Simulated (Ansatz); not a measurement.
The starting structures come from a database of crystals and need not be the phases stable at ambient conditions.

 Where the default PAW files enter, the runs use the earlier of Ansatz's two default sets.

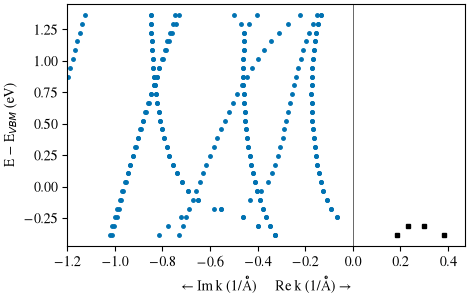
Fig. 1. Complex bands at the centre of the two-dimensional zone; PBEsol run with Ansatz (a program for electronic structure)

The gap is the functional's own. No spin-orbit coupling. Mid-gap values are interpolated on the energy grid.

This is BiTeI (P3m1, not sure to be the ambient phase, 3 atoms a cell, 37.1 Å³ an atom) along the normal of (100). Read off the slowest decay at the centre of the two-dimensional zone at 0.53 eV, the computed energy nearest the middle of the gap.

κ ≈ 0.17 1/Å, a decay length 1/(2κ) of the density of 2.9 Å.
